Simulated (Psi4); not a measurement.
# SnH3Se (SMILES [SeH][SnH2]): UM06-L/def2-TZVP (core potential)

What is the vertical ionisation energy of SnH3Se at UM06-L/def2-TZVP (core potential)? 

Program for the calculation: Psi4 1.11.

1 further run of the same task is left out (set aside as unsound or not needed).

## Step 1: The structure to begin with

SnH3Se has 5 atoms, charge 0, and is taken as a doublet. SMILES: `[SeH][SnH2]`. The coordinates come from a PBE0-D4/def2-TZVP relaxation. This is one conformer, not always the lowest.

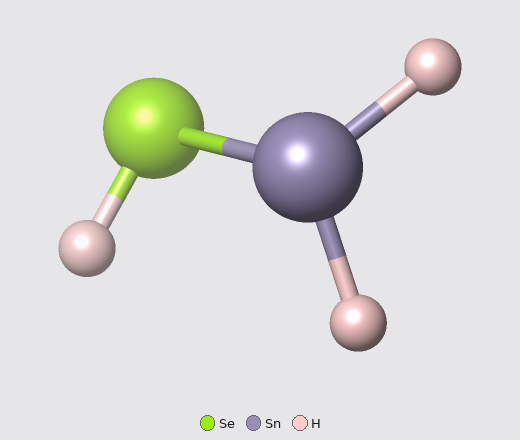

The structure, seen from a chosen angle (selenium green, tin purple, hydrogen pink).

## Step 2: Energy and forces at UM06-L/def2-TZVP (core potential)

h3sesn.py

```python
import psi4

psi4.set_memory(1600000000)
psi4.set_num_threads(1)
psi4.core.set_output_file('run.log', False)

m = psi4.geometry("""
0 2
Se     1.009200    -0.943500     1.084400
Sn     0.052500     0.454000    -0.809900
H      0.054300    -2.031300     0.835000
H     -1.669100     0.397200    -0.687400
H      0.603000     2.050000    -0.463300
symmetry c1
""")

options = {'basis': 'def2-TZVP', 'reference': 'uks', 'puream': True, 'e_convergence': 1e-09, 'd_convergence': 1e-08, 'scf_type': 'pk', 'dft_radial_points': 99, 'dft_spherical_points': 590, 'maxiter': 200}
psi4.set_options(options)

E = psi4.gradient('m06-l')
print('gradient / Eh bohr^-1')
print(E.np.round(6))
```

Started as:

```sh
$ python h3sesn.py
```

run.log (excerpt; [...] marks lines left out):

```text
[...]
    !!!  WARNING: ECP capability is in beta. Please check occupations closely.  !!!
[...]
  Running in c1 symmetry.
[...]
  Nuclear repulsion =  196.366997372113474
[...]
  Multiplicity = 2
[...]
  Nalpha       = 30
  Nbeta        = 29
[...]
    Number of basis functions: 116
[...]
 WARNING: Atomic UHF is not converging! Try casting from a smaller basis or call Rob at CCMST.
   -------------------------
[...]
   @UKS iter   1: -2616.78326622502982   -2.54932e+00   1.94022e-02 ADIIS/DIIS
[...]
   @UKS iter  15: -2617.72126082681962   -6.82121e-12   7.24515e-09 DIIS
[...]
   @S^2 Observed:                7.530132885E-01
[...]
    Orbital Energies [Eh]
    ---------------------
    Alpha Occupied:
       1A   -453.174757     2A    -57.953206     3A    -51.898955
       4A    -51.898141     5A    -51.896401     6A     -7.819702
       7A     -5.710056     8A     -5.706496     9A     -5.700649
      10A     -5.014488    11A     -3.370184    12A     -3.366800
      13A     -3.364638    14A     -2.022605    15A     -2.022286
      16A     -2.017786    17A     -2.014958    18A     -2.014134
      19A     -0.974576    20A     -0.972313    21A     -0.971117
      22A     -0.970413    23A     -0.968044    24A     -0.661356
      25A     -0.462064    26A     -0.365433    27A     -0.306481
      28A     -0.286160    29A     -0.241788    30A     -0.181860
    Alpha Virtual:
[...]
  @UKS Final Energy: -2617.72126082681962
   => Energetics <=
    Nuclear Repulsion Energy =            196.3669973721134738
    One-Electron Energy =               -4114.2744056232986622
    Two-Electron Energy =                1406.6516509481316461
    DFT Exchange-Correlation Energy =    -106.4655035237662304
    Empirical Dispersion Energy =           0.0000000000000000
    VV10 Nonlocal Energy =                  0.0000000000000000
    Total Energy =                      -2617.7212608268196163
[...]
 Multipole Moments:
 ------------------------------------------------------------------------------------
     Multipole            Electronic (a.u.)      Nuclear  (a.u.)        Total (a.u.)
 ------------------------------------------------------------------------------------
 L = 1.  Multiply by 2.5417464519 to convert [e a0] to [Debye]
 Dipole X            :        -18.0590914           17.8819925           -0.1770989
 Dipole Y            :         29.5949759          -29.6664628           -0.0714870
 Dipole Z            :        -41.6106736           41.3234341           -0.2872396
 Magnitude           :                                                    0.3449362
[...]
  -Total Gradient:
     Atom            X                  Y                   Z
    ------   -----------------  -----------------  -----------------
       1       -0.002199590786     0.002709939739    -0.004894015837
       2       -0.001668344351     0.001307580587     0.008013791407
       3        0.000317418661     0.000263675477    -0.000030188912
       4        0.004295797599    -0.000372252196    -0.001308049750
       5       -0.000655405588    -0.003979153177    -0.001815162016
[...]
```

The script printed:

```text
gradient / Eh bohr^-1
[[-2.200e-03  2.710e-03 -4.894e-03]
 [-1.668e-03  1.308e-03  8.014e-03]
 [ 3.170e-04  2.640e-04 -3.000e-05]
 [ 4.296e-03 -3.720e-04 -1.308e-03]
 [-6.550e-04 -3.979e-03 -1.815e-03]]
```

It took 52 s on 1 thread of Intel Xeon 6975P-C (Granite Rapids), shared host; peak memory 0.73 GiB.

## Step 3: The singlet cation, same level

h3sesn.json

```json
{
 "schema_name": "qcschema_input",
 "schema_version": 1,
 "molecule": {
  "schema_name": "qcschema_molecule",
  "schema_version": 2,
  "symbols": ["Se", "Sn", "H", "H", "H"],
  "geometry": [1.9071116, -1.7829566, 2.04921901, 0.09921062, 0.85793566, -1.53048919, 0.10261213, -3.83860068, 1.57792131, -3.15414187, 0.75059922, -1.29899774, 1.13950485, 3.87393856, -0.87551011],
  "molecular_charge": 1,
  "molecular_multiplicity": 1,
  "fix_symmetry": "c1",
  "fix_com": true,
  "fix_orientation": true
 },
 "driver": "gradient",
 "model": {
  "method": "m06-l",
  "basis": "def2-TZVP"
 },
 "keywords": {
  "reference": "rks",
  "puream": true,
  "e_convergence": 1e-09,
  "d_convergence": 1e-08,
  "scf_type": "pk",
  "dft_radial_points": 99,
  "dft_spherical_points": 590,
  "scf_properties": ["QUADRUPOLE", "MULLIKEN_CHARGES", "MAYER_INDICES"]
 }
}
```

Started as:

```sh
$ psi4 --qcschema h3sesn.json -n 1 --memory 1600MB
```

stdout (excerpt; [...] marks lines left out):

```text
[...]
    !!!  WARNING: ECP capability is in beta. Please check occupations closely.  !!!
[...]
  Running in c1 symmetry.
[...]
  Nuclear repulsion =  196.366997445981667
[...]
  Multiplicity = 1
[...]
  Nalpha       = 29
  Nbeta        = 29
[...]
    Number of basis functions: 116
[...]
   @RKS iter   1: -2616.63783157919079   -2.42463e+00   1.89161e-02 DIIS/ADIIS
[...]
   @RKS iter  14: -2617.43964735622694   -3.22871e-11   9.21395e-09 DIIS
[...]
  @RKS Final Energy: -2617.43964735622694
   => Energetics <=
    Nuclear Repulsion Energy =            196.3669974459816672
    One-Electron Energy =               -4100.6685677150298943
    Two-Electron Energy =                1393.0525510103070701
    DFT Exchange-Correlation Energy =    -106.1906280974857566
    Empirical Dispersion Energy =           0.0000000000000000
    VV10 Nonlocal Energy =                  0.0000000000000000
    Total Energy =                      -2617.4396473562269421
[...]
 Multipole Moments:
 ------------------------------------------------------------------------------------
     Multipole            Electronic (a.u.)      Nuclear  (a.u.)        Total (a.u.)
 ------------------------------------------------------------------------------------
 L = 1.  Multiply by 2.5417464519 to convert [e a0] to [Debye]
 Dipole X            :        -64.7013704           65.1124031            0.4110328
 Dipole Y            :         40.8380300          -40.9600028           -0.1219728
 Dipole Z            :        -36.1943985           35.4060976           -0.7883008
 Magnitude           :                                                    0.8973536
 L = 2.  Multiply by 1.3450342976 to convert [e a0^2] to [Debye ang]
 Quadrupole XX       :       -163.9144942          135.1346902          -28.7798040
 Quadrupole XY       :        111.7691299         -112.0845577           -0.3154278
[...]
  -Total Gradient:
     Atom            X                  Y                   Z
    ------   -----------------  -----------------  -----------------
       1       -0.000769211761    -0.003932564485     0.016570168393
       2        0.006658122817    -0.006803943091    -0.038522873038
       3        0.002582756601     0.001453037414    -0.001327586228
       4       -0.002277063507     0.007109326283     0.012440367070
       5       -0.006072818623     0.002081082088     0.010668652955
[...]
```

The result, in JSON:

```text
{
 "driver": "gradient",
 "model": {
  "method": "m06-l",
  "basis": "def2-TZVP"
 },
 "success": true,
 "return_result": [-0.0007692117614737093, -0.003932564484973658, 0.016570168393215873, 0.006658122817457111, -0.006803943090636665, -0.03852287303750268, 0.0025827566012183167, 0.0014530374140570013, -0.0013275862279074693, -0.002277063507414051, 0.0071093262832877405, 0.012440367069768154, -0.006072818622785539, 0.002081082088191022, 0.01066865295524419],
 "properties": {
  "calcinfo_nbasis": 116,
  "calcinfo_nmo": 116,
  "calcinfo_nalpha": 29,
  "calcinfo_nbeta": 29,
  "calcinfo_natom": 5,
  "nuclear_repulsion_energy": 196.36699744598167,
  "return_energy": -2617.439647356227,
  "return_gradient": [-0.0007692117614737093, -0.003932564484973658, 0.016570168393215873, 0.006658122817457111, -0.006803943090636665, -0.03852287303750268, 0.0025827566012183167, 0.0014530374140570013, -0.0013275862279074693, -0.002277063507414051, 0.0071093262832877405, 0.012440367069768154, -0.006072818622785539, 0.002081082088191022, 0.01066865295524419],
  "scf_one_electron_energy": -4100.66856771503,
  "scf_two_electron_energy": 1393.052551010307,
  "scf_xc_energy": -106.19062809748576,
  "scf_dipole_moment": [0.41103277745953903, -0.12197282858410574, -0.7883008387815735],
  "scf_total_energy": -2617.439647356227,
  "scf_total_gradient": [-0.0007692117614737093, -0.003932564484973658, 0.016570168393215873, 0.006658122817457111, -0.006803943090636665, -0.03852287303750268, 0.0025827566012183167, 0.0014530374140570013, -0.0013275862279074693, -0.002277063507414051, 0.0071093262832877405, 0.012440367069768154, -0.006072818622785539, 0.002081082088191022, 0.01066865295524419],
  "scf_iterations": 14
 }
}
```

Wall time 40 s (1 thread of Intel Xeon 6975P-C (Granite Rapids), shared host); peak memory 0.73 GiB.

## Step 4: Summary of results

Level: UM06-L/def2-TZVP (core potential).

| quantity | value |
| --- | --- |
| doublet SnH3Se: total energy | -2617.72126 Eh |
| doublet SnH3Se: dipole moment | 0.88 D |
| doublet SnH3Se: HOMO energy (highest over α and β) | -4.95 eV |
| doublet SnH3Se: LUMO energy (lowest over α and β) | -4.07 eV |
| doublet SnH3Se: ⟨S²⟩ | 0.753 |
| doublet SnH3Se: largest force on an atom | 0.426 eV/Å |
| singlet cation: total energy | -2617.43965 Eh |
| singlet cation: HOMO energy | -12.10 eV |
| singlet cation: LUMO energy | -10.37 eV |
| singlet cation: HOMO–LUMO gap | 1.73 eV |
| singlet cation: largest force on an atom | 2.041 eV/Å |
| vertical ionisation energy (to the singlet cation) | 7.663 eV |

What this shows: The vertical ionisation energy comes to 7.66 eV (739 kJ/mol). The largest force (doublet SnH3Se) is 0.43 eV/Å: the shape isn't a stationary point for this species at this level. Only the singlet of the ionised species was computed; a triplet could lie lower.
